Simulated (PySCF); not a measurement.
```xyz
21

C    -4.2249    0.3949   -0.4163
C    -2.8070    0.2923   -0.1536
C    -1.6286    0.1917    0.0687
C    -0.2368    0.1155    0.3026
C     0.2815   -0.7958    1.1325
C     1.7467   -0.8853    1.4040
Si    2.6958   -0.8377   -0.2512
Cl    4.5771   -0.1367    0.0438
C     1.6713    0.3704   -1.3093
C     0.6353    1.0963   -0.4364
H    -4.4970   -0.2498   -1.2528
H    -4.4862    1.4237   -0.6649
H    -4.7926    0.0887    0.4624
H    -0.3703   -1.5001    1.6291
H     2.0549   -0.0248    2.0073
H     1.9684   -1.7752    1.9909
H     2.7909   -2.1629   -0.8652
H     2.2981    1.1110   -1.8075
H     1.1426   -0.1721   -2.0940
H     0.0136    1.7446   -1.0575
H     1.1583    1.7283    0.2878
```

Geometry: GFN2-xTB.

These are results of PBE0/pcSseg-1, SCF density, gas phase, non-relativistic in PySCF 2.14.0, not measurements.

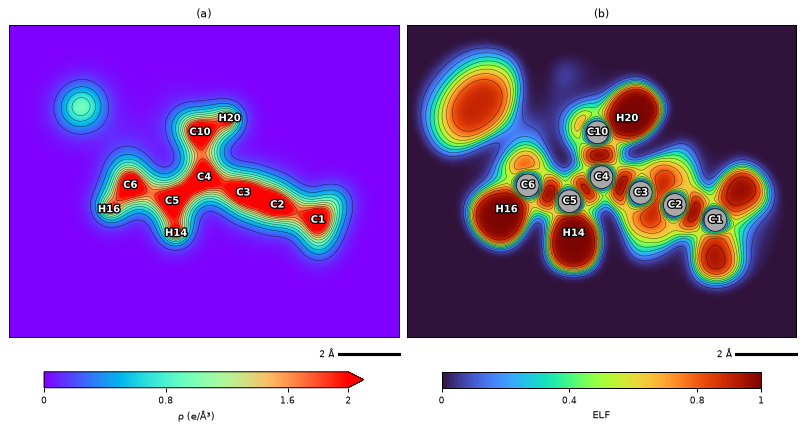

C8H11ClSi. (a) total electron density; (b) ELF on the plane of atoms C4, C5 and C6. Grey discs cover the atomic cores in the ELF map.

Question: What does the map show?

Answer:
- Atoms in the plane: C and H.
- C–C (1.20 Å): the density is about 2.7 e/Å³ at the midpoint; the ELF peaks at about 0.85 between the atoms: a multiple bond.
- C–H (1.08 Å): the density is about 2 e/Å³ at the midpoint; the ELF climbs to about 1 towards the hydrogen, as it does in any bond to H (a covalent bond by its length).
- C–C (1.34 Å): ρ is about 2.3 e/Å³ halfway; the ELF peaks at about 0.95 between the atoms (a multiple bond).
- The ELF also peaks beside Cl8, away from the bonds: lone-pair regions.
